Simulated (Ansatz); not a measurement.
System: LiNbO3 (R3c).

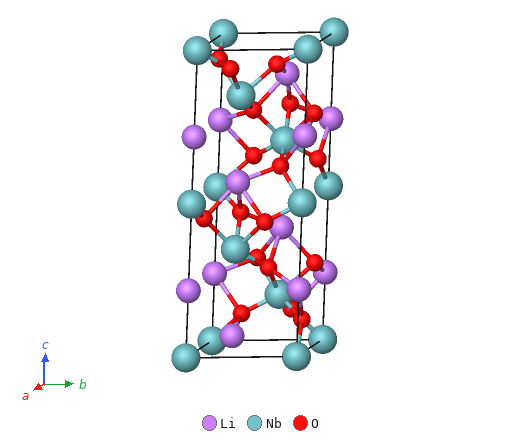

The structure (lithium purple, niobium teal, oxygen red). Bonds to atoms that aren't drawn are left out. Some periodic images of atoms are drawn too.

The structure is trigonal, space group R3c (No. 161). Conventional cell: a = 5.152 Å, b = 5.152 Å, c = 13.869 Å, α = 90.00°, β = 90.00°, γ = 120.00°. Li has 6 O at 2.07 to 2.24 Å nearest. Nearest to Nb lie 6 O at 1.88 to 2.13 Å. Nearest to O lie 2 Nb at 1.88 to 2.13 Å and 2 Li at 2.07 to 2.24 Å. Farther neighbours and most contacts between anions are not listed.

```xyz
10
Lattice="2.5758 1.4871 4.6230 -2.5758 1.4871 4.6230 0.0000 -2.9743 4.6230" Properties=species:S:1:pos:R:3 pbc="T T T"
Li    0.0000    0.0000    3.9041
Li    0.0000    0.0000   10.8386
Nb    0.0000    0.0000    0.0008
Nb    0.0000    0.0000    6.9353
O    -0.6338   -1.4403    5.5026
O     1.5642    0.1713    5.5026
O    -0.9305    1.2690    5.5026
O    -1.6453   -0.2181    7.8141
O     0.6338    1.5340    7.8141
O     1.0116   -1.3159    7.8141
```

The cell and positions come from the Crystallography Open Database and are kept as given unless a step says otherwise. PAW set soft_2, made with PBE.

Gaps computed with Ansatz 0.2.0 without a self-energy: LDA 3.53 eV, PBE 3.58 eV, HSE06 5.03 eV and DDH-PBE0 5.23 eV.

**Question.** What gap should G0W0 on PBE give (4×4×4 mesh, 488 empty bands, screening to 160 eV, default PAW files)?

About 5.13 eV: on its mesh the run moves the gap from 3.62 eV by +1.55 eV, and the mesh misses the edges by 0.03 eV. Among the scalar-relativistic levels given, HSE06 is nearest (−0.10 eV). Bands and cutoff are finite, so the gap is not at the basis limit. The miss can reach some tenths of an eV and take either sign; the mesh is an error of its own. The many-body steps are scalar-relativistic: spin-orbit coupling is not in them.

[Paths, hosts, dates, memory and timing lines, banners, echoed tables and standing remarks are left out of the program output.]

[Logs are printed without paths, hosts, clocks, repeated set-up lines and the standing remarks that a program may print on its own settings, such as how far it seeks lower states.]

[Runs of the session that timed out or met a known fault of the program may be left out.]

[Cells called generated may have been cut or substituted from an entry of the Crystallography Open Database or the Materials Project.]

[Hosts, paths, dates, database ids (printed as entryN), source tags and the programs' standing remarks are cut or masked in the printed files.]
